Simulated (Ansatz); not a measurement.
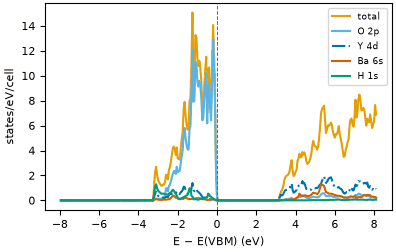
*Total and projected density of states of Ba₂YHO₃ in space group Immm (No. 71; Pearson symbol oI14), plane-wave PAW PBE (Ansatz code)*

Question: Which orbitals carry the states next to the gap?

Answer: Top 1 eV of the valence band: O 2p 88 %. Bottom 1 eV of the conduction band: Y 4d 40 %, O 2p 5 %, outside the projected shells 49 %. Projections are on Löwdin-orthogonalised atomic valence shells; empty p or d shells of many metals are not among them.

Question: Where is the tallest occupied peak in this window, and what makes it?

Answer: Near -1.3 eV, about 15 states/eV per cell; the largest projected share is O 2p.

The start of the workflow was typed in or built on a structure type; neither database checked (COD, Materials Project) lists it. Whether it is the stable phase at ambient conditions was not checked. The PBE relaxation kept the symmetry of its start; its stability against distortions is not shown here. No spin polarisation was allowed. Spin–orbit coupling is left out wherever it is not named.

Potentials: the earlier of the program's two PAW sets.
